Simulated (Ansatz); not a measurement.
# r2SCAN/STO-3G run of [SiH5]− (SMILES [H][Si-]([H])([H])([H])[H])

Aim: the energy change on altering one bond length of [SiH5]− at r2SCAN/STO-3G, from 2 runs. 

Program for the calculation: Ansatz 0.2.0.

### 1 The structure to begin with

[SiH5]−: 6 atoms, total charge -1, spin state singlet. As SMILES, `[H][Si-]([H])([H])([H])[H]`. Geometry: relaxed at GFN2-xTB.

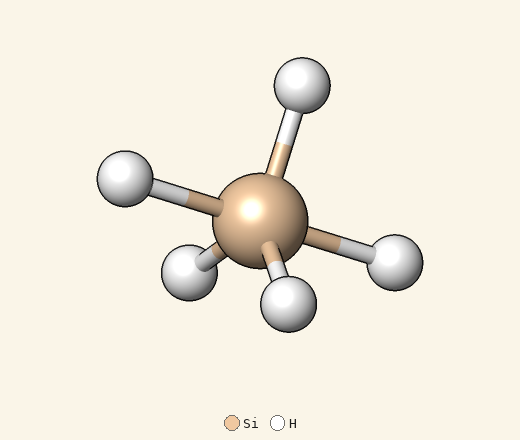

The structure, seen from a chosen angle (silicon light orange, hydrogen white).

### 2 The energy at r2SCAN/STO-3G

Input file input.yaml:

```yaml
basis:
  gaussian:
    orbitals: STO-3G
crystal:
  periodic: [false, false, false]
  atoms:
    - symbol: Si
      position_ang: [-0.000240, 0.000230, 0.001470]
    - symbol: H
      position_ang: [-0.019890, -0.007790, 1.639910]
    - symbol: H
      position_ang: [0.021790, 0.007860, -1.642440]
    - symbol: H
      position_ang: [1.490630, 0.011850, 0.019200]
    - symbol: H
      position_ang: [-0.757550, 1.285100, -0.002620]
    - symbol: H
      position_ang: [-0.734730, -1.297250, -0.015520]
accuracy: high
total_charge: -1
hamiltonian:
  xc: {name: r2SCAN}
```

Started as:

```bash
ansatz run input.yaml --threads 1 --pin off --max-ram 2610MiB --events-out events.jsonl --progress --plain --runs-dir runs
```

The log of the run:

```text
Warning: RAYON_NUM_THREADS=1 ignored (pool sized by the plan → 1); use --threads N
Functional definition: r2SCAN
  name "r2SCAN"
  parameter k0 = 0.174
  parameter k1 = 0.065
  parameter a1 = 4.9479
  exchange = r2scan_x(k0 = k0, k1 = k1, a1 = a1)
  correlation = r2scan_c
222 factors; integrals over basis functions are off by at most 1.5e-8 eV
mean field evaluation 1: about -7858.0140 eV, gradient 2.6e1 eV
mean field evaluation 2: about -7858.9902 eV, gradient 1.9e1 eV
mean field evaluation 4: about -7860.2424 eV, gradient 1.4e-1 eV
mean field evaluation 8: about -7860.1997 eV, gradient 1.0e-3 eV
mean field -7860.19968513 eV, -288.8570105938 hartree, gradient 7.1e-8 eV, S^2 0.000000; 0 other end points of the search recorded, 0 dependent functions left out
reference -7860.19968555 eV, -288.8570106094 hartree; 10, 10 occupied and 4, 4 virtual orbitals, 222 factors
Total energy: -7860.19968555 eV, -288.8570106094 hartree
```

It took 1.9 s on 1 thread of Arm Neoverse V1, shared host; peak memory 0.12 GiB.

### 3 The distorted shape, same level

Input file run.yaml:

```yaml
crystal:
  periodic: [false, false, false]
  atoms:
    - {symbol: Si, position_ang: [-0.372982, -0.002675, -0.002963]}
    - {symbol: H, position_ang: [-0.392632, -0.010695, 1.635477]}
    - {symbol: H, position_ang: [-0.350952, 0.004955, -1.646873]}
    - {symbol: H, position_ang: [1.490630, 0.011850, 0.019200]}
    - {symbol: H, position_ang: [-1.130292, 1.282195, -0.007053]}
    - {symbol: H, position_ang: [-1.107472, -1.300155, -0.019953]}
basis:
  gaussian: {orbitals: STO-3G}
total_charge: -1
magnetization: {spin_polarized: false}
hamiltonian: {xc: {name: r2SCAN}}
accuracy: high
```

Started as:

```bash
ansatz run run.yaml --threads 1 --pin off --max-ram 2610MiB --events-out events.jsonl --progress --plain --runs-dir runs
```

The log of the run (excerpt; [...] marks lines left out):

```text
Warning: RAYON_NUM_THREADS=1 ignored (pool sized by the plan → 1); use --threads N
[... 7 set-up lines as earlier in the session ...]
222 factors; integrals over basis functions are off by at most 1.7e-8 eV
mean field evaluation 1: about -7856.5106 eV, gradient 2.8e1 eV
mean field evaluation 2: about -7856.7297 eV, gradient 2.6e1 eV
mean field evaluation 4: about -7859.4217 eV, gradient 8.6e-1 eV
mean field evaluation 8: about -7859.3701 eV, gradient 4.7e-3 eV
mean field evaluation 16: about -7859.3701 eV, gradient 4.1e-8 eV
mean field -7859.37013116 eV, -288.8265250479 hartree, gradient 4.1e-8 eV, S^2 0.000000; 0 other end points of the search recorded, 0 dependent functions left out
reference -7859.37013160 eV, -288.8265250639 hartree; 10, 10 occupied and 4, 4 virtual orbitals, 222 factors
Total energy: -7859.37013160 eV, -288.8265250639 hartree
```

Run time: 1.8 s. Hardware: 1 thread of Arm Neoverse V1, shared host; peak memory 0.12 GiB.

### 4 Summary of results

Level: r2SCAN/STO-3G.

| quantity | value |
| --- | --- |
| first shape: total energy | -288.85701 Eh |
| distorted shape: total energy | -288.82653 Eh |
| energy change with the Si1–H4 bond stretched from 1.491 to 1.864 Å | 0.830 eV |

What this shows: With the Si1–H4 bond stretched from 1.491 to 1.864 Å the energy rises by 0.83 eV (19.1 kcal/mol). The first shape isn't relaxed at this level, so the change isn't measured from a minimum. The minimal basis adds a large error of its own.
